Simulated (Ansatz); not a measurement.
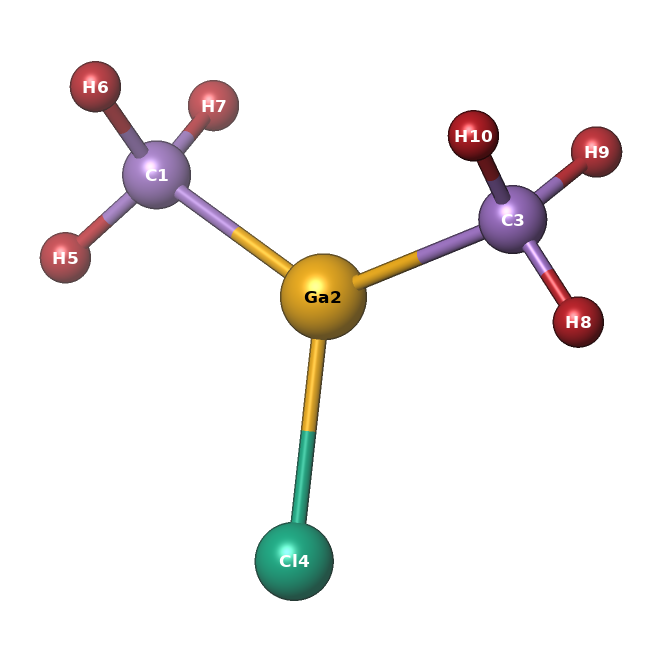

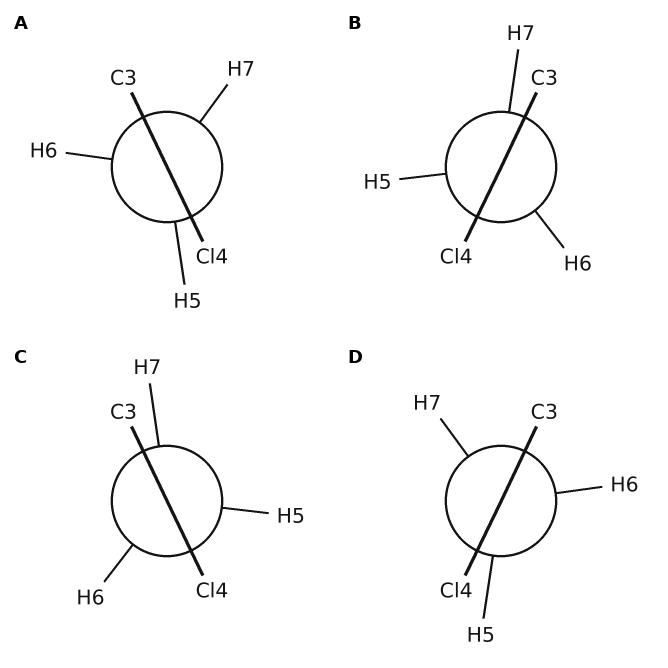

Distant atoms are faded towards the background colour. Bonds that would overlap in a projection are set slightly apart. The computed geometry is a stationary point of PBE0-D4/def2-TZVP, a saddle point of order 2.

> Which Newman projection shows the view along Ga2–C1, with Ga2 in front?

A. The torsion angle Cl4–Ga2–C1–H5 is 3°, synperiplanar (eclipsed).
